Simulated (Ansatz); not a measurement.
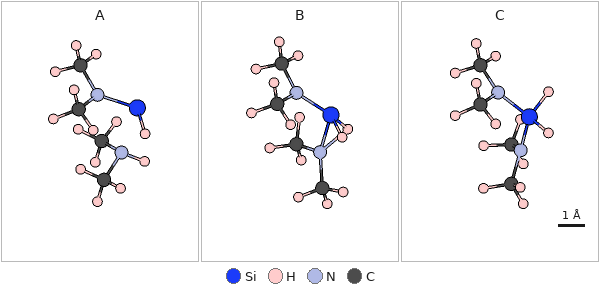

3 geometries from a converged minimum-energy path of C$_{4}$H$_{14}$N$_{2}$Si, shuffled. Style: ball-and-stick. Shown from a free direction.

Level of theory: RKS PBE/6-31G* in Ansatz. Set-up: 5 movable images; climbing image; force threshold 0.03 eV/Å; iteration limit 60; starting path through a guess of the saddle point.

**Which frame is the transition state?**

B. In order along the path, whose images run from 0 to 6: C (image 0, 0.00 eV), B (image 3, +2.54 eV), A (image 6, +1.21 eV). A hydrogen atom shifts from one atom to another. Breaking: H–Si (1.50 → 2.61 Å). Forming: H–N (2.57 → 1.03 Å).

The run took 5.5 min on 4 threads of Arm Neoverse V2 (shared host), peak memory 0.23 GiB.
